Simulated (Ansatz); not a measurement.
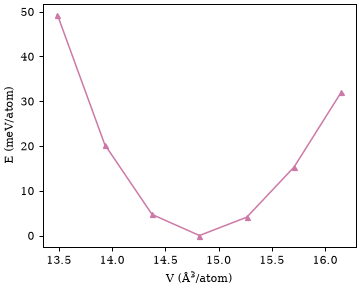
*PbO$_{2}$ (rutile, space group No. 136) under volume change, PBE in the plane-wave PAW code Ansatz, shape and atoms relaxed at each volume.*

Task: What does a third-order Birch–Murnaghan fit give for V₀, B₀ and B′?

Result: V₀ = 14.82 Å³/atom, B₀ = 105 GPa, B′ = 6.2.

Space group P4_2/mnm (rutile). Symmetry was held in the PBE relaxation. Spin–orbit coupling is left out wherever it is not named.

Potentials: the later of the program's two PAW sets.
